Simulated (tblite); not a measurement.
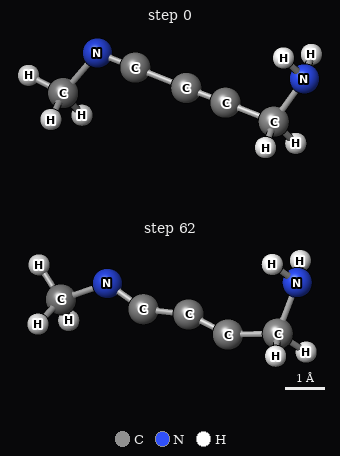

The structure of C₅H₇N₂ (multiplicity 2) before (top) and after (bottom) a relaxation, at one scale.

A ball-and-stick model, seen at a tilt.

Method: GFN2-xTB geometry optimisation, gas phase (tblite 0.8.0). 

### Describe what moved and what it gained.

The largest move after the best rigid fit is that of a C atom, 0.78 Å. By element the largest moves are C 0.78 Å, H 0.69 Å, N 0.54 Å. Near-neighbour distances that change, for instance: C–C 1.557 → 1.312 Å, C–N 1.155 → 1.224 Å, C–C 1.195 → 1.244 Å, C–N 1.465 → 1.429 Å. Bond angles that change, for instance: N–C–C 179.3° → 152.7°, C–C–C 178.8° → 154.2°, C–C–C 178.7° → 161.1°. After 62 geometry steps the energy has fallen by 153.7 kJ/mol.
